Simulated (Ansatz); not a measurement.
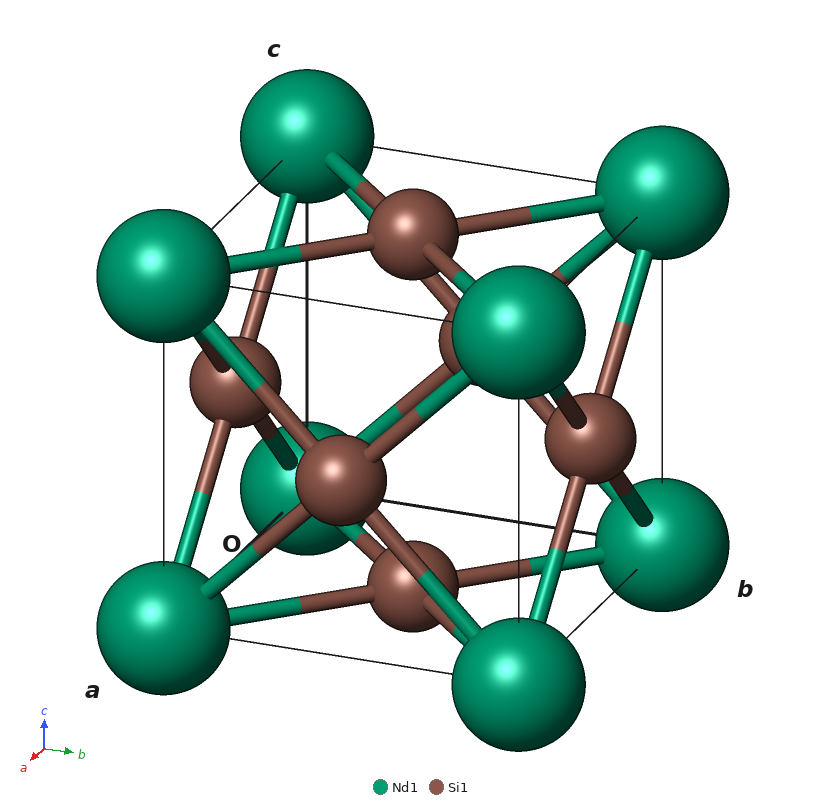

For NdSi₃, the input geometry of an electronic-structure calculation (not necessarily at equilibrium); the starting structure was generated, so it need not be a known form of this composition: one unit cell; atoms that symmetry makes equivalent share a colour (atoms on faces, edges and corners are repeated). The drawing is computed from the coordinates (standard cell, symmetry found to 0.002 Å).

a = 4.235 Å, b = 4.235 Å, c = 4.235 Å, α = 90.00°, β = 90.00°, γ = 90.00°; space group Pm-3m (No. 221).

One atom of each site: Nd1 (0, 0, 0); Si1 (0, 1/2, 1/2).

Give the multiplicity, Wyckoff letter and site symmetry of each site.

Answer.
| site | Wyckoff | symmetry |
| --- | --- | --- |
| Nd1 | 1a | m-3m |
| Si1 | 3c | 4/mm.m |

How many free positional parameters does the structure have?

Answer. 0: Nd1 0, Si1 0.
